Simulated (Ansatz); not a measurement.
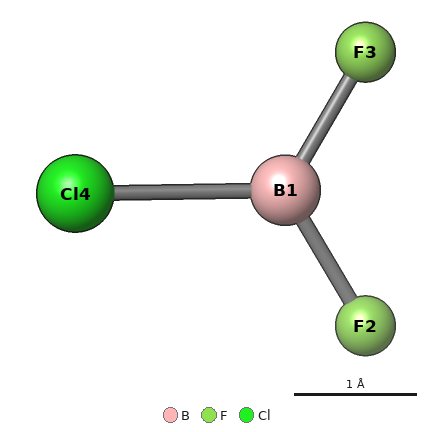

Orthographic view. Depth is shown by fading: the farther an atom, the more it takes the colour of the background. Computed geometry: PBE0-D4/def2-TZVP optimisation.

Write a Z-matrix (Å, degrees) in the order of the atom numbers, with these reference atoms: 2 to 1; 3 to 1, 2; 4 to 1, 3, 2.

```
B  
F    1   1.310
F    1   1.310   2   119.0
Cl   1   1.740   3   120.5   2   180.0
```
